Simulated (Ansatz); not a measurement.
# Ir: stress in a strained cell

Aim: deform Ir (equal xx and yy strain of -1 %) and compute stress, forces and field gradients with LAPW, PAW and all-electron datasets made for the crystal.

Program: Ansatz 0.2.0. Level of theory: DFT PBEsol, scalar-relativistic. These are calculated values, not measurements.

**1. Starting point**

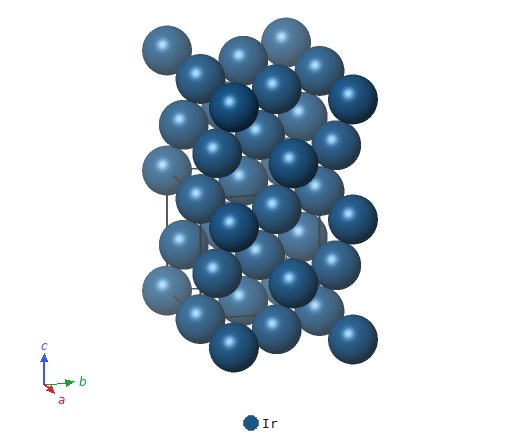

The starting structure, seen slightly off an axis (iridium blue). 2×1×2 cells are drawn. Atoms on the faces are drawn again on the opposite ones. The cell drawn here is the conventional one.

Coordinates:

```
Ir
1.0
     0.00000    1.91970    1.91970
     1.91970    0.00000    1.91970
     1.91970    1.91970    0.00000
Ir
1
Direct
  0.00000 0.00000 0.00000
```

**2. The deformed structure**

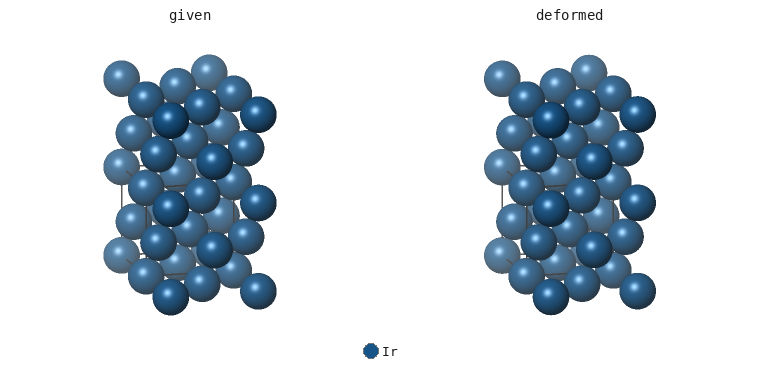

Given and deformed, at one scale.

Space group Fm-3m before, I4/mmm after.

**3. Full-potential LAPW**

input.yaml

```yaml
crystal:
  lattice:
    - [0.0, 1.900503, 1.9197]
    - [1.900503, 0.0, 1.9197]
    - [1.900503, 1.900503, 0.0]
  atoms:
    - { symbol: Ir, position: [0.0, 0.0, 0.0] }
kpoints:
  mp_grid: { grid: [15, 15, 15] }
  band_path:
    path:
      - [0.0, 0.0, 0.0]
      - [0.0, 0.5, 0.5]
      - [0.25, 0.75, 0.5]
      - [0.0, 0.5, 0.0]
      - [0.0, 0.0, 0.0]
      - [0.5, 0.5, 0.0]
      - [0.3725125, 0.6274875, 0.0]
      - [-0.3725125, 0.3725125, 0.0]
      - [0.0, 0.0, 0.0]
    npoints: 5
scf:
  occupations: { method: fermi_dirac, width: 0.05 }
hamiltonian:
  xc: pbesol
  pseudopotentials: { kind: all_electron, lapw: { basis_error: 0.0005 } }
output:
  forces: true
  stress: true
  eigenvalues: true
```

The run is started by

```
ansatz run input.yaml --threads 1 --pin off --max-ram 3072MiB --backend cpu --events-out ev --progress --plain --runs-dir out
```

What it wrote (excerpt; [...] marks lines left out):

```text
LAPW: plane waves up to 9.050 Å⁻¹, error target 5.0e-4 eV per atom; small_component_spin mean_spin; Ir in spheres of 1.344 Å, 41 of its electrons in bands, Dirac shells []
[...]
Pseudopotentials: kind: all_electron
Pseudopotential: Ir, LAPW, valence charge 41, Koelling and Harmon's equation, gaussian nucleus
Functional definition: PBEsol
[...]
Crystal: 1 atoms, lattice volume = 13.868 Å³
Basis set: ecut = 312.0362616271401 eV, 169 PW (Γ), exchange–correlation at level 2
Bands: 25, of which v1, the nominal top of the filled ones, is band 21 counted from 1 (20 counted from 0)
Symmetry: 16 space group operations
Space group: I4/mmm (ITA 139), of the structure as read, at distance tolerance 2.4e-5 Å
k-points: 288 of 3375
[...]
SCF iter   1: F=—  HF=-484889.820115 eV  |F-HF|=—  |Δ(HF+E_count)|=         —  Δρ=1.89e-2  dr2=1.95e-2  ethr=4.70e-5  ⟨swp⟩=3.2  Hψ=46809  notcnv=0
[...]
the basis was enlarged: its passes take 1022.2 KiB over the memory plan, 1 of 1 planned eigensolver slots
[...]
SCF iter   6: F=-484889.731969 eV  HF=-484889.731969 eV  |F-HF|=2.21e-9  |Δ(HF+E_count)|=   6.40e-7  Δρ=6.20e-6  dr2=2.44e-9  ethr=3.26e-9  ⟨swp⟩=2.0  Hψ=20811  notcnv=0
[...]
NSCF: frozen V_eff on 41 k-points
SCF converged after 6 iterations
Free energy (F): -484889.731969 eV
[...]
E sigma→0 (E₀):  -484889.728082 eV
Entropy (-TS):   -0.007774 eV (-7.774 meV/atom)
Fermi energy:    32.663638 eV
[...]
--- Forces (eV/Å), atoms counted from 1 ---
  atom   1  Ir    -0.00000000    -0.00000000     0.00000000
[...]
--- Stress (GPa, compression-positive) ---
        6.474090       0.000000      -0.000000
        0.000000       6.474090      -0.000000
       -0.000000      -0.000000       2.287392
  P = ⅓ Tr σ = 5.0785 GPa (50.785 kbar)
--- Band table (eV; the first three rows and the last of 288) ---
  k-point 0: bands = ["-252.7925", "-252.7925", "-252.7920", "-252.7520", "-252.7497", "-60.3591", "-24.6990", "-24.6572", "-24.6572", "-24.6565", "-24.6432", "-24.6413", "-24.6413", "-16.7895", "-16.7795", "-16.7795", "21.2182", "28.4941", "28.6299", "28.6299", "31.2938", "31.4766", [...]
[...]
```

Run time: 40 s. Hardware: 1 thread of Arm Neoverse V1, shared host; peak memory 0.57 GiB.

Read from it: pressure 5.08 GPa; no gap.

**4. Frozen-core PAW**

input.yaml

```yaml
crystal:
  lattice:
    - [0.0, 1.900503, 1.9197]
    - [1.900503, 0.0, 1.9197]
    - [1.900503, 1.900503, 0.0]
  atoms:
    - { symbol: Ir, position: [0.0, 0.0, 0.0] }
kpoints:
  mp_grid: { grid: [15, 15, 15] }
scf:
  occupations: { method: fermi_dirac, width: 0.05 }
hamiltonian:
  xc: pbesol
  pseudopotentials: { kind: paw }
output:
  forces: true
  stress: true
  eigenvalues: true
  efg: { contact_densities: true }
```

The run is started by

```
ansatz run input.yaml --threads 1 --pin off --max-ram 3072MiB --backend cpu --events-out ev --progress --plain --runs-dir out
```

What it wrote (excerpt; [...] marks lines left out):

```text
Ir: output.efg is read without spin–orbit coupling, which moves field gradients at and beside such atoms by some per cent and up to a factor of two; PAW files take it under magnetization.noncollinear and magnetization.spin_orbit
[...]
Pseudopotentials: kind: paw
Pseudopotential: Ir, paw, valence charge 17, recommended cutoff 420 eV (normal)
[... 1 set-up line as earlier in the session ...]
[...]
Crystal: 1 atoms, lattice volume = 13.868 Å³
Basis set: ecut = 420 eV, 283 PW (Γ), exchange–correlation on 40×40×36 points (8 copies of the dense FFT grid, shifted against one another)
Bands: 13, of which v1, the nominal top of the filled ones, is band 9 counted from 1 (8 counted from 0)
[... 2 set-up lines as earlier in the session ...]
k-points: 288 of 3375
[...]
SCF converged after 6 iterations
Free energy (F): -11799.040408 eV
[...]
E sigma→0 (E₀):  -11799.036522 eV
Entropy (-TS):   -0.007772 eV (-7.772 meV/atom)
Fermi energy:    26.363056 eV
[...]
--- Forces (eV/Å), atoms counted from 1 ---
  atom   1  Ir    -0.00000000    -0.00000000     0.00000000
[...]
--- Stress (GPa, compression-positive) ---
        6.526310       0.000000      -0.000000
        0.000000       6.526310      -0.000000
       -0.000000      -0.000000       2.336768
  P = ⅓ Tr σ = 5.1298 GPa (51.298 kbar)
--- PAW observables at the nuclei: V_zz in 10²¹ V/m², potentials from the cell's mean, atoms counted from 1 ---
  atom   1  Ir V_zz =    +0.764053   η = 0.0000   by run symmetry: allowed
            electrostatic potential = -15798.986278 V   contact ρ = 11152109.708509 e/Å³
--- Band table (eV; the first three rows and the last of 288) ---
  k-point 0: bands = ["-66.6530", "-23.0877", "-23.0775", "-23.0775", "14.9114", "22.1902", "22.3260", "22.3260", "24.9919", "25.1750", "39.8141", "45.2087", "45.5354"]
[...]
```

Wall time 4.7 s (1 thread of Arm Neoverse V1, shared host); peak memory 0.37 GiB.

Result: pressure 5.13 GPa; no gap; Vzz Ir 0.76 (η = 0.00) (10²¹ V/m²).

**5. Datasets made for this crystal**

input.yaml, as its differences from that of step 4:

```diff
@@ -13,3 +13,3 @@
   xc: pbesol
-  pseudopotentials: { kind: paw }
+  pseudopotentials: { kind: all_electron, datasets: crystal }
 output:
```

The run is started by

```
ansatz run input.yaml --threads 1 --pin off --max-ram 3072MiB --backend cpu --events-out ev --progress --plain --runs-dir out
```

What it wrote (excerpt; [...] marks lines left out):

```text
[...]
Ir: output.efg is read without spin–orbit coupling, which moves field gradients at and beside such atoms by some per cent and up to a factor of two; PAW files take it under magnetization.noncollinear and magnetization.spin_orbit
[...]
[... 1 set-up line as earlier in the session ...]
Pseudopotential: Ir, paw, valence charge 17, recommended cutoff 300 eV (normal), Koelling and Harmon's equation, gaussian nucleus
[... 1 set-up line as earlier in the session ...]
[...]
Crystal: 1 atoms, lattice volume = 13.868 Å³
Basis set: ecut = 300 eV, 169 PW (Γ), exchange–correlation on 32×32×32 points (8 copies of the dense FFT grid, shifted against one another)
Bands: 13, of which v1, the nominal top of the filled ones, is band 9 counted from 1 (8 counted from 0)
[... 2 set-up lines as earlier in the session ...]
k-points: 288 of 3375
[...]
In the spheres:  the bands' charges fall short by 2.7e-7 e at most (sound up to 1e-3)
Fermi energy:    32.663620 eV
[...]
  The terms above E_closure are by the made datasets' own strengths, without shells solved beside the bands.
--- Forces (eV/Å), atoms counted from 1 ---
  atom   1  Ir    -0.00000000     0.00000000    -0.00000000
[...]
--- Stress (GPa, compression-positive) ---
        6.477320       0.000000      -0.000000
        0.000000       6.477320      -0.000000
       -0.000000      -0.000000       2.290297
  P = ⅓ Tr σ = 5.0816 GPa (50.816 kbar)
--- PAW observables at the nuclei: V_zz in 10²¹ V/m², potentials from the cell's mean, atoms counted from 1 ---
  atom   1  Ir V_zz =    +0.756770   η = 0.0000   by run symmetry: allowed
            electrostatic potential = -15795.997006 V   contact ρ = 11145743.272491 e/Å³
--- Band table (eV; the first three rows and the last of 288) ---
  k-point 0: bands = ["-60.3592", "-16.7895", "-16.7795", "-16.7795", "21.2182", "28.4941", "28.6299", "28.6299", "31.2938", "31.4766", "46.1109"]
[...]
```

Wall time 15 s (1 thread of Arm Neoverse V1, shared host); peak memory 0.49 GiB.

In short: pressure 5.08 GPa; no gap; Vzz Ir 0.76 (η = 0.00) (10²¹ V/m²).

**6. Stress and forces compared**

Stress (GPa, compression positive):

```tsv
method	xx	yy	zz	yz	xz	xy
LAPW	6.47	6.47	2.29	0.00	0.00	0.00
PAW	6.53	6.53	2.34	0.00	0.00	0.00
crystal datasets	6.48	6.48	2.29	0.00	0.00	0.00
```

| method | pressure (GPa) | Vzz Ir (10²¹ V/m²) | SCF cycles, all passes |
| --- | --- | --- | --- |
| LAPW | 5.08 | – | 6 |
| PAW | 5.13 | 0.76 | 6 |
| crystal datasets | 5.08 | 0.76 | 7 |

**7. Outcome**

| quantity | value |
| --- | --- |
| pressure | LAPW 5.08, PAW 5.13, crystal datasets 5.08 GPa |
| largest shear or deviatoric stress (LAPW) | 2.79 GPa |

What this shows: The largest part of the stress beyond the pressure is 2.79 GPa in size, in the zz component. No run of the undeformed cell stands beside it, so the pressure holds what the given cell had before the change. PAW: stress within 0.05 GPa of LAPW. Crystal datasets: stress within 0.01 GPa of LAPW. Spin-orbit coupling is left out, though the cell holds Ir; in elements this heavy it can shift bands and gaps by tenths of an eV.
